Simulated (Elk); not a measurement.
Band structure of TiS (P-6m2, 2 atoms in the cell).

```
CELL_PARAMETERS angstrom
      3.26717     0.00000     0.00000
     -1.63359     2.82945     0.00000
      0.00000     0.00000     3.21706
ATOMIC_POSITIONS crystal
  Ti 0.66667 0.33333 0.00000
  S  0.00000 0.00000 0.50000
```

Method of the run: PBEsol, all-electron FP-LAPW, Elk's shipped species files, APW+lo basis with extra local orbitals run with Elk.

Settings: xctype = 22; rgkmax = 7.5; stype = 0; swidth = 0.00734986 Ha; ngridk = 12 12 10; gmaxvr = 16 1/bohr; nxlo = 2; lorbcnd = true; lmaxi = 3.

The starting cell comes from a database of computed structures (which also holds hypothetical and non-ambient phases and stackings), without a prior relaxation at this level. Spin polarisation is off, so a magnetic state, if there is one, cannot be reached. Values depend on the basis (sphere radii, cutoffs, local orbitals), which need not be converged.

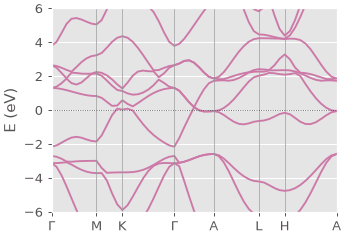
Fig. 1. Bands along the path, energies from the Fermi level.

Levels in eV from the Fermi level, bands 6 to 13:
```tsv
point	6	7	8	9	10	11	12	13
Γ	-3.12	-3.12	-2.70	-2.15	1.31	1.31	2.65	2.65
M	-7.49	-3.71	-2.98	-1.85	0.83	2.16	2.25	3.23
K	-6.53	-5.88	-3.66	0.04	0.59	1.13	1.28	4.36
A	-7.91	-2.58	-2.58	-0.06	-0.06	1.73	1.87	1.87
L	-6.32	-6.20	-4.20	-0.64	2.03	2.27	2.42	4.24
H	-6.42	-6.15	-4.75	-0.15	2.10	2.36	3.28	4.19
```

Bands cross the Fermi level along this path, so the cell is metallic at this level.
